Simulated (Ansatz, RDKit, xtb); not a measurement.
**C4H5B2Cl: which of the isomers drawn lies lowest?**

A sample of isomers of C4H5B2Cl is drawn. Aim: find which of them has the lowest free energy at 298.15 K, then its properties. The sample is small against all isomers, and the most stable one of this formula need not be in it.

The funnel: GFN2-xTB relaxations, single points with a density functional, relaxations at r2SCAN-D4/def2-SVP, harmonic vibrations (at GFN2-xTB), and a last energy at a higher level. All values are calculated.

### Step 1. Drawing up candidates

Isomers were taken from a list of plausible structures; this is a sample, not all of them. That gives 9 candidates.

```csv
label,SMILES,spin
c070,BC1=C(Cl)C=CB1,singlet
c165,BC1=CC=C(Cl)B1,singlet
c199,BC1=CB(Cl)C=C1,singlet
c234,BB1C=CC(Cl)=C1,singlet
c304,BC1=C(Cl)BC=C1,singlet
c540,BC1=CBC(Cl)=C1,singlet
c637,BB1C=CC=C1Cl,singlet
c750,BC1=CC(Cl)=CB1,singlet
c983,BC1=CBC=C1Cl,singlet
```

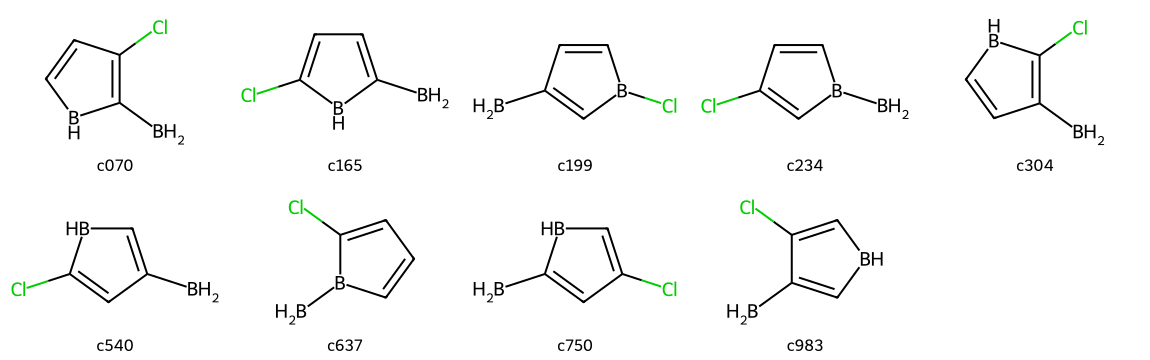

Structural formulas of the candidates.

Candidates are built by distance geometry, with a force field where one applies, in up to four conformers (letters a to d).

### Step 2. Cheap relaxation of all starts

All 9 starts are relaxed the same way. One of them, c304a (taken from a list of positional isomers, embedded by distance geometry and UFF), in full:

Contents of start.xyz:

```xyz
12
c304a
C     -2.242150     0.803271     0.529477
C     -2.866367    -0.278986    -0.010693
C     -0.483349    -0.677358     0.532990
C     -0.874059     0.551866     0.783614
B     -3.032477     2.129388     0.793633
B     -1.762865    -1.379047    -0.072614
Cl    -4.501551    -0.446101    -0.536139
H     -4.199909     2.274452     0.547157
H     -2.441488     3.024639     1.255639
H     -1.877675    -2.493865    -0.540297
H      0.494060    -1.077034     0.621134
H     -0.204709     1.267085     1.275861
```

Run with:

```
xtb start.xyz --gfn 2 --opt
```

Standard output (excerpt; [...] marks lines left out):

```text
* xtb version 6.7.1
[...]
          :  # basis functions                  39          :
[...]
          :  # electrons                        34          :
[...]
          :  Hamiltonian                  GFN2-xTB          :
[...]
          :  net charge                          0          :
          :  unpaired electrons                  0          :
[...]
   *** convergence criteria satisfied after 16 iterations ***
[...]
   *** GEOMETRY OPTIMIZATION CONVERGED AFTER 8 ITERATIONS ***
[...]
   *** convergence criteria satisfied after 3 iterations ***
[...]
         ::                     SUMMARY                     ::
         :::::::::::::::::::::::::::::::::::::::::::::::::::::
         :: total energy             -18.045940503934 Eh    ::
         :: gradient norm              0.000175701664 Eh/a0 ::
         :: HOMO-LUMO gap              1.243212328817 eV    ::
         ::.................................................::
         :: SCC energy               -18.269904836449 Eh    ::
         :: -> isotropic ES            0.038651511957 Eh    ::
         :: -> anisotropic ES          0.005008167993 Eh    ::
         :: -> anisotropic XC          0.005141950975 Eh    ::
         :: -> dispersion             -0.009213102894 Eh    ::
         :: repulsion energy           0.223964332515 Eh    ::
         :: add. restraining           0.000000000000 Eh    ::
         :: total charge              -0.000000000000 e     ::
         :::::::::::::::::::::::::::::::::::::::::::::::::::::
[...]
        17        2.0000           -0.3836577             -10.4399 (HOMO)
        18                         -0.3379704              -9.1966 (LUMO)
[...]
     #   Z          covCN         q      C6AA      α(0)
     1   6 C        2.929    -0.081    30.025     8.986
     2   6 C        2.840     0.026    27.426     8.582
     3   6 C        2.840    -0.128    31.266     9.163
     4   6 C        2.991    -0.013    28.326     8.730
     5   5 B        2.783     0.227    17.909     7.075
     6   5 B        2.806     0.251    17.560     7.002
     7  17 Cl       0.928    -0.118   102.835    15.514
     8   1 H        0.939    -0.091     5.266     3.588
     9   1 H        0.939    -0.095     5.400     3.633
    10   1 H        0.941    -0.060     4.346     3.259
    11   1 H        0.926     0.036     2.502     2.473
    12   1 H        0.926     0.048     2.342     2.393
[...]
     #   Z sym  total        # sym  WBO       # sym  WBO       # sym  WBO
 ---------------------------------------------------------------------------
     1   6 C    3.950 --     2 C    1.689     5 B    1.089     4 C    1.009
     2   6 C    3.855 --     1 C    1.689     7 Cl   1.046     6 B    0.941
     3   6 C    3.977 --     4 C    1.820     6 B    1.071    11 H    0.973
     4   6 C    3.976 --     3 C    1.820     1 C    1.009    12 H    0.968
                             6 B    0.123
     5   5 B    3.227 --     1 C    1.089     9 H    0.980     8 H    0.980
     6   5 B    3.210 --     3 C    1.071    10 H    0.981     2 C    0.941
                             4 C    0.123
     7  17 Cl   1.258 --     2 C    1.046
     8   1 H    0.991 --     5 B    0.980
     9   1 H    0.991 --     5 B    0.980
    10   1 H    0.996 --     6 B    0.981
    11   1 H    0.998 --     3 C    0.973
[...]
molecular dipole:
                 x           y           z       tot (Debye)
 q only:        0.620      -0.245       0.084
   full:        0.521      -0.115       0.101       1.380
molecular quadrupole (traceless):
[...]
          | TOTAL ENERGY              -18.045940503934 Eh   |
          | GRADIENT NORM               0.000175701664 Eh/α |
          | HOMO-LUMO GAP               1.243212328817 eV   |
           -------------------------------------------------
[...]
```

It took 0.086 s on 2 threads of Intel Xeon 6975P-C (Granite Rapids), shared host.

### Step 3. Distinct minima at GFN2-xTB

9 of the 9 relaxations converged. 9 distinct structures remain:

```csv
label,start,SMILES after,spin,energy (kcal/mol)
c199a,drawn,BC1=CB(Cl)C=C1,singlet,0.0
c070a,drawn,BC1=C(Cl)C=CB1,singlet,17.1
c983a,drawn,BC1=CBC=C1Cl,singlet,17.9
c750a,drawn,BC1=CC(Cl)=CB1,singlet,18.3
c304a,drawn,BC1=C(Cl)BC=C1,singlet,19.0
c165a,drawn,BC1=CC=C(Cl)B1,singlet,19.7
c540a,drawn,BC1=CBC(Cl)=C1,singlet,21.1
c234a,drawn,BB1C=CC(Cl)=C1,singlet,29.0
c637a,drawn,BB1C=CC=C1Cl,singlet,30.2
```

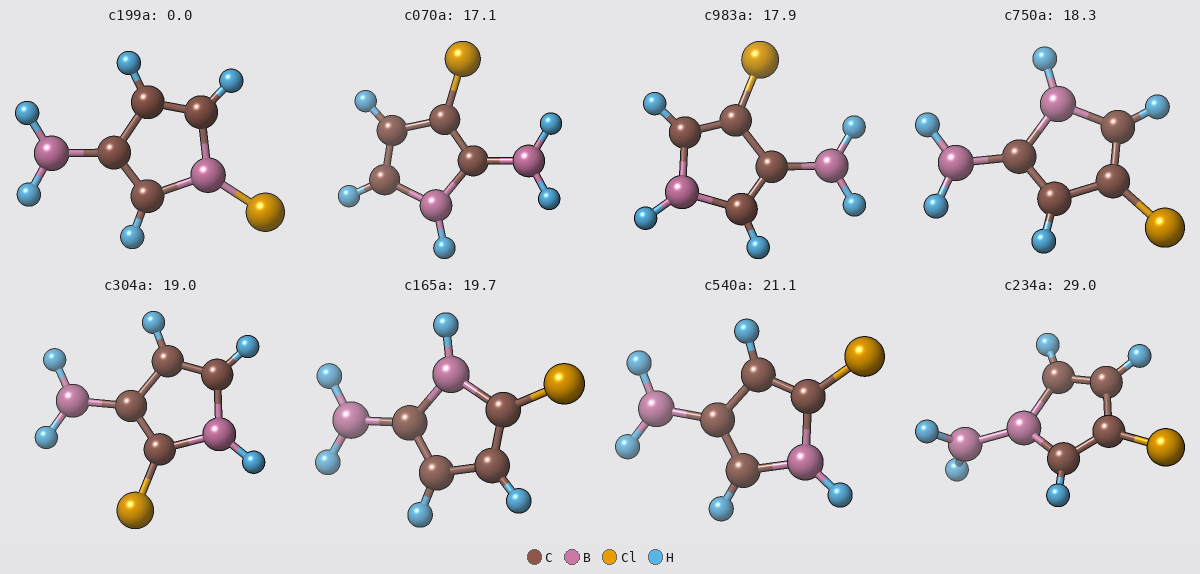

The 8 lowest minima that did not fall apart, with their GFN2-xTB energies in kcal/mol.

### Step 4. Single points on the low minima

A choice of the minima (the low ones first, few conformers of a pattern, up to a cap) and the lowest that fell apart get a single point at r2SCAN-D4/def2-SVP on the tight-binding geometry, and one at HF/STO-3G for comparison. The lowest singlets are also tried as triplets at the same geometry (label ending in t). The first, c199a:

Contents of input.yaml:

```yaml
crystal:
  periodic: [false, false, false]
  atoms:
    - {symbol: C, position_ang: [-2.379311, 0.831070, 0.539080]}
    - {symbol: C, position_ang: [-2.876959, -0.422590, 0.680940]}
    - {symbol: C, position_ang: [-0.493482, -0.522722, 0.062312]}
    - {symbol: C, position_ang: [-0.931915, 0.737389, 0.162482]}
    - {symbol: B, position_ang: [-3.144441, 2.154915, 0.738195]}
    - {symbol: B, position_ang: [-1.711314, -1.453780, 0.388922]}
    - {symbol: Cl, position_ang: [-1.783408, -3.137280, 0.426884]}
    - {symbol: H, position_ang: [-4.282709, 2.126597, 1.001022]}
    - {symbol: H, position_ang: [-2.592413, 3.180247, 0.631367]}
    - {symbol: H, position_ang: [-3.903803, -0.606809, 0.951146]}
    - {symbol: H, position_ang: [0.520780, -0.773846, -0.198907]}
    - {symbol: H, position_ang: [-0.350476, 1.630950, 0.001007]}
basis:
  gaussian:
    orbitals: def2-SVP
hamiltonian:
  xc: r2scan
  dispersion: d4
scf:
  lower_state_search: "off"
output: {orbitals: {seedname: orbitals}}
```

Run with:

```
ansatz run input.yaml --threads 2 --pin off --max-ram 5220MiB --events-out events.jsonl --progress --plain --runs-dir runs
```

Standard output (excerpt; [...] marks lines left out):

```text
Warning: RAYON_NUM_THREADS=2 ignored (pool sized by the plan → 2); use --threads N
Functional definition: r2SCAN
  name "r2SCAN"
[...]
1425 factors; their error is unknown
[...]
mean field -18091.44248138 eV, -664.8482483707 hartree, gradient 3.9e-6 eV, S^2 0.000000; 0 other end points of the search recorded, 0 dependent functions left out
reference -18091.44249204 eV, -664.8482487623 hartree; 28, 28 occupied and 99, 99 virtual orbitals, 1425 factors
Total energy: -18091.52593445 eV, -664.8513152142 hartree
Checks for a lower state left out: stability, starts, cluster_reference, orbital_swaps, neighbouring_geometries, increment
```

Wall time 2.1 s (2 threads of Intel Xeon 6975P-C (Granite Rapids), shared host); peak memory 0.17 GiB.

Relative energies in kcal/mol, each column from its lowest structure that stays in one piece:

```csv
label,SMILES,spin,GFN2-xTB,HF/STO-3G,r2SCAN-D4/def2-SVP
c199a,BC1=CB(Cl)C=C1,singlet,0.0,0.0,0.0
c199at,BC1=CB(Cl)C=C1,triplet,–,–,28.9
c070a,BC1=C(Cl)C=CB1,singlet,17.1,31.4,30.9
c750a,BC1=CC(Cl)=CB1,singlet,18.3,31.7,33.7
c983a,BC1=CBC=C1Cl,singlet,17.9,32.5,34.4
c165a,BC1=CC=C(Cl)B1,singlet,19.7,32.0,35.1
c304a,BC1=C(Cl)BC=C1,singlet,19.0,33.8,36.6
c540a,BC1=CBC(Cl)=C1,singlet,21.1,32.8,41.1
c234a,BB1C=CC(Cl)=C1,singlet,29.0,42.1,42.6
c637a,BB1C=CC=C1Cl,singlet,30.2,42.5,45.7
c750at,BC1=CC(Cl)=CB1,triplet,–,–,63.1
c070at,BC1=C(Cl)C=CB1,triplet,–,–,63.7
```

### Step 5. Relaxing the best candidates

3 candidates are relaxed at r2SCAN-D4/def2-SVP (chosen among the lowest in one piece, with other spins of them). The first, c199a:

Contents of input.yaml:

```yaml
crystal:
  periodic: [false, false, false]
  atoms:
    - symbol: C
      position_ang: [-2.379311, 0.831070, 0.539080]
    - symbol: C
      position_ang: [-2.876959, -0.422590, 0.680940]
    - symbol: C
      position_ang: [-0.493482, -0.522722, 0.062312]
    - symbol: C
      position_ang: [-0.931915, 0.737389, 0.162482]
    - symbol: B
      position_ang: [-3.144441, 2.154915, 0.738195]
    - symbol: B
      position_ang: [-1.711314, -1.453780, 0.388922]
    - symbol: Cl
      position_ang: [-1.783408, -3.137280, 0.426884]
    - symbol: H
      position_ang: [-4.282709, 2.126597, 1.001022]
    - symbol: H
      position_ang: [-2.592413, 3.180247, 0.631367]
    - symbol: H
      position_ang: [-3.903803, -0.606809, 0.951146]
    - symbol: H
      position_ang: [0.520780, -0.773846, -0.198907]
    - symbol: H
      position_ang: [-0.350476, 1.630950, 0.001007]
basis:
  gaussian:
    orbitals: def2-SVP
hamiltonian:
  xc: r2scan
  dispersion: d4
relax:
  f_tol: 0.006
scf:
  lower_state_search: off
```

Run with:

```
ansatz run input.yaml --threads 2 --pin off --max-ram 5220MiB --events-out events.jsonl --progress --plain --runs-dir runs
```

Standard output (excerpt; [...] marks lines left out):

```text
Warning: RAYON_NUM_THREADS=2 ignored (pool sized by the plan → 2); use --threads N
[...]
[... 2 set-up lines as earlier in the session ...]
[...]
1425 factors; their error is unknown
[...]
mean field -18091.44248003 eV, -664.8482483209 hartree, gradient 6.0e-6 eV, S^2 0.000000; 0 other end points of the search recorded, 0 dependent functions left out
[...]
reference -18091.44249069 eV, -664.8482487125 hartree; 28, 28 occupied and 99, 99 virtual orbitals, 1425 factors
relax step   1: F+E_penalty+E_count = -18091.52592243 eV  Δ(F+E_penalty+E_count) = +0.000e0 eV  max|allowed force component| = 1.864e0 eV/Å  Δτ_max = 0.0000 Å  (20 SCF iters, accepted)
[...]
relax step   3: F+E_penalty+E_count = -18091.67214863 eV  Δ(F+E_penalty+E_count) = -2.394e-2 eV  max|allowed force component| = 1.688e-1 eV/Å  Δτ_max = 0.0339 Å  (23 SCF iters, accepted)
[...]
Atom 3 at    -0.896456     0.731861     0.160778 Å, force    -0.001000     0.000486     0.001059 eV/Å
Atom 4 at    -3.166662     2.155868     0.742876 Å, force     0.000029     0.001543    -0.001264 eV/Å
Atom 5 at    -1.700945    -1.424895     0.382636 Å, force     0.000152     0.001353     0.000077 eV/Å
Atom 6 at    -1.808748    -3.169127     0.422364 Å, force    -0.000008    -0.000644    -0.000173 eV/Å
Atom 7 at    -4.334589     2.085454     1.043637 Å, force     0.000212     0.000091     0.000224 eV/Å
Atom 8 at    -2.646423     3.239209     0.605903 Å, force    -0.000312    -0.001383     0.000296 eV/Å
Atom 9 at    -3.934265    -0.585736     0.955681 Å, force    -0.001528    -0.000875     0.000516 eV/Å
Atom 10 at     0.564459    -0.821281    -0.208085 Å, force     0.000581    -0.000654    -0.000246 eV/Å
Atom 11 at    -0.290188     1.631809    -0.001700 Å, force    -0.001908    -0.001111     0.000388 eV/Å
Dipole moment:     0.091281     0.005177    -0.023941 e Å
Checks for a lower state left out: stability, starts, cluster_reference, orbital_swaps, neighbouring_geometries, increment
```

Run time: 18 s. Hardware: 2 threads of Intel Xeon 6975P-C (Granite Rapids), shared host; peak memory 0.18 GiB.

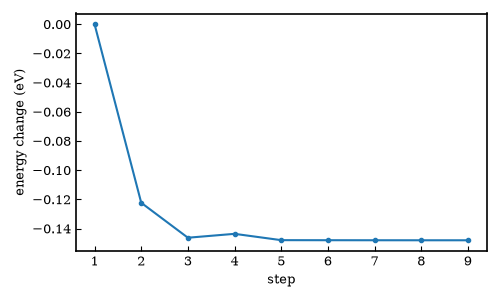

Energy along the run, all evaluated steps.

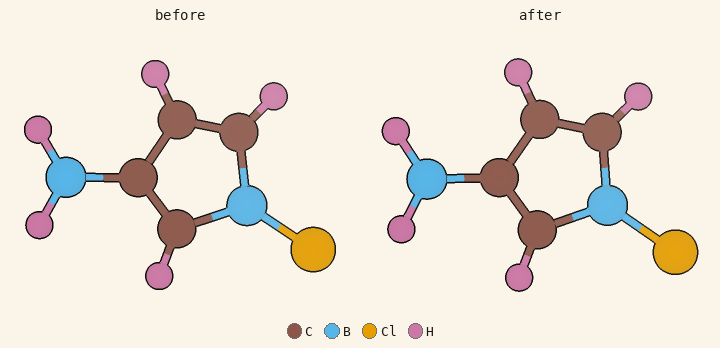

Before and after, at one scale.

After the run. Bond lengths: C1–C2 1.366 Å, C1–C4 1.523 Å, C3–C4 1.353 Å, C1–B5 1.545 Å, C2–B6 1.596 Å, C3–B6 1.558 Å, B6–Cl7 1.748 Å, B5–H8 1.208 Å, B5–H9 1.210 Å, C2–H10 1.094 Å, C3–H11 1.092 Å, C4–H12 1.097 Å. Some angles: C1–C2–B6 106.3°, C2–C1–C4 109.0°, C2–C1–B5 124.3°, C4–C1–B5 126.7°, C1–C4–C3 113.9°, C4–C3–B6 105.0°, C2–B6–C3 105.8°, C2–B6–Cl7 126.0°, C3–B6–Cl7 128.2°, C1–C2–H10 123.0°.

### Step 6. After refinement

```csv
label,spin,r2SCAN-D4/def2-SVP (kcal/mol),"r2SCAN-D4/def2-SVP, relaxed (kcal/mol)",time
c199a,singlet,0.0,0.0,18 s
c199at,triplet,28.9,16.4,53 s
c070a,singlet,30.9,31.8,11 s
```

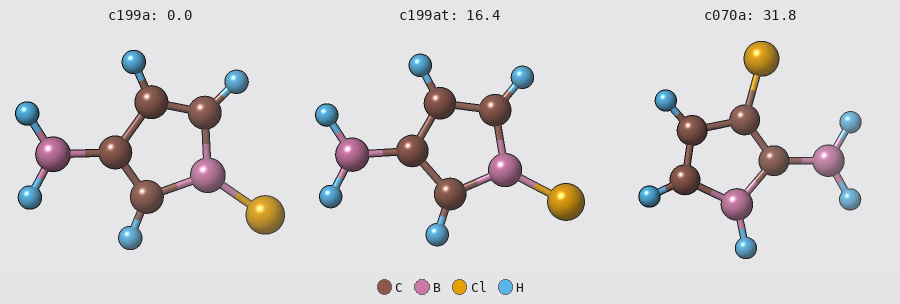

The relaxed structures, with energies at r2SCAN-D4/def2-SVP in kcal/mol.

### Step 7. Harmonic analysis of the finalists

The lowest few in one piece go on as finalists. In this search the thermal terms come from GFN2-xTB at its own nearest minimum. The first, c199a:

Contents of start.xyz:

```xyz
12
c199a
C     -2.366907     0.849160     0.541112
C     -2.890517    -0.404013     0.684137
C     -0.458210    -0.544169     0.055111
C     -0.896456     0.731861     0.160778
B     -3.166662     2.155868     0.742876
B     -1.700945    -1.424895     0.382636
Cl    -1.808748    -3.169127     0.422364
H     -4.334589     2.085454     1.043637
H     -2.646423     3.239209     0.605903
H     -3.934265    -0.585736     0.955681
H      0.564459    -0.821281    -0.208085
H     -0.290188     1.631809    -0.001700
```

Run with:

```
xtb start.xyz --gfn 2 --ohess tight
```

Standard output (excerpt; [...] marks lines left out):

```text
* xtb version 6.7.1
[...]
          :  # basis functions                  39          :
[...]
          :  # electrons                        34          :
[...]
          :  Hamiltonian                  GFN2-xTB          :
[...]
          :  net charge                          0          :
          :  unpaired electrons                  0          :
[...]
   *** convergence criteria satisfied after 16 iterations ***
[...]
   *** GEOMETRY OPTIMIZATION CONVERGED AFTER 11 ITERATIONS ***
[...]
   *** convergence criteria satisfied after 3 iterations ***
[...]
         ::                     SUMMARY                     ::
         :::::::::::::::::::::::::::::::::::::::::::::::::::::
         :: total energy             -18.076266687555 Eh    ::
         :: gradient norm              0.000030280727 Eh/a0 ::
         :: HOMO-LUMO gap              1.680339134642 eV    ::
         ::.................................................::
         :: SCC energy               -18.309401177773 Eh    ::
         :: -> isotropic ES            0.044675350827 Eh    ::
         :: -> anisotropic ES          0.005267234142 Eh    ::
         :: -> anisotropic XC          0.005866503093 Eh    ::
         :: -> dispersion             -0.008767233379 Eh    ::
         :: repulsion energy           0.233134490218 Eh    ::
         :: add. restraining           0.000000000000 Eh    ::
         :: total charge              -0.000000000000 e     ::
         :::::::::::::::::::::::::::::::::::::::::::::::::::::
[...]
        17        2.0000           -0.3904939             -10.6259 (HOMO)
        18                         -0.3287426              -8.9455 (LUMO)
[...]
molecular dipole:
                 x           y           z       tot (Debye)
 q only:        0.030       0.294      -0.010
   full:        0.101       0.155      -0.027       0.475
molecular quadrupole (traceless):
[...]
          | TOTAL ENERGY              -18.076266687576 Eh   |
          | TOTAL ENTHALPY            -17.989473404502 Eh   |
          | TOTAL FREE ENERGY         -18.030529332734 Eh   |
          | GRADIENT NORM               0.000029825504 Eh/α |
[...]
```

Wall time 0.23 s (2 threads of Intel Xeon 6975P-C (Granite Rapids), shared host).

### Step 8. Zero-point energy and free-energy terms

As xtb prints them, at 298.15 K, with its own treatment of low modes:

```csv
label,SMILES,spin,lowest mode (cm⁻¹),zero-point (kcal/mol),G − E (kcal/mol)
c199a,BC1=CB(Cl)C=C1,singlet,47,49.1,28.7
c199at,[BH2][C]1[CH][CH][B]([Cl])[CH]1 ‡,triplet,99,48.1,28.2
c070a,BC1=C(Cl)C=CB1,singlet,67i,47.7,28.2
```

‡ marks the bonded skeleton alone, with all bonds drawn single: no Lewis structure was assigned that passes a check against the bond lengths.

c070a keeps an imaginary mode, so the thermal terms were not taken at a true minimum.

### Step 9. The final energy

Single points at CCSD(T)/def2-SVP on the refined geometries decide the order.

c199a, CCSD(T)/def2-SVP:

Contents of input.yaml:

```yaml
crystal:
  periodic: [false, false, false]
  atoms:
    - {symbol: C, position_ang: [-2.366907, 0.849160, 0.541112]}
    - {symbol: C, position_ang: [-2.890517, -0.404013, 0.684137]}
    - {symbol: C, position_ang: [-0.458210, -0.544169, 0.055111]}
    - {symbol: C, position_ang: [-0.896456, 0.731861, 0.160778]}
    - {symbol: B, position_ang: [-3.166662, 2.155868, 0.742876]}
    - {symbol: B, position_ang: [-1.700945, -1.424895, 0.382636]}
    - {symbol: Cl, position_ang: [-1.808748, -3.169127, 0.422364]}
    - {symbol: H, position_ang: [-4.334589, 2.085454, 1.043637]}
    - {symbol: H, position_ang: [-2.646423, 3.239209, 0.605903]}
    - {symbol: H, position_ang: [-3.934265, -0.585736, 0.955681]}
    - {symbol: H, position_ang: [0.564459, -0.821281, -0.208085]}
    - {symbol: H, position_ang: [-0.290188, 1.631809, -0.001700]}
basis:
  gaussian: {orbitals: def2-SVP}
correlation: {method: ccsd_t, frozen_orbitals: {C: 1, H: 0, Cl: 5, B: 1}}
```

Run with:

```
ansatz run input.yaml --threads 2 --pin off --max-ram 5220MiB --events-out events.jsonl --progress --plain --runs-dir runs
```

Standard output (excerpt; [...] marks lines left out):

```text
Warning: RAYON_NUM_THREADS=2 ignored (pool sized by the plan → 2); use --threads N
Functional definition: HF
  name "HF"
[...]
1291 factors; integrals over basis functions are off by at most 1.3e-3 eV
[...]
mean field -18039.72898196 eV, -662.9478123194 hartree, gradient 1.1e-6 eV, S^2 0.000000; 0 other end points of the search recorded, 0 dependent functions left out; unrestricted orbitals would lower it
11 core orbitals not correlated: weight in the atoms' cores, before any rotation towards them, 1.000 or more for the frozen orbitals, at most 0.000 for the correlated occupied ones
reference -18039.72898196 eV, -662.9478123194 hartree; 17, 17 occupied and 99, 99 virtual orbitals, 1291 factors
second order -21.73285161 eV of doubles, -0.00000000 eV of singles
cycle   1  -22.60406236 eV  change   -8.7e-1 eV  update   1.2e-1
[...]
cycle  12  -23.38837382 eV  change   -2.0e-5 eV  update   1.1e-5
perturbative correction -0.93889860 eV, -0.0345038873 hartree
Total energy: -18064.05625439 eV, -663.8418230916 hartree
```

Wall time 11 s (2 threads of Intel Xeon 6975P-C (Granite Rapids), shared host); peak memory 0.85 GiB.

(Part 1 of 2 ends here.)
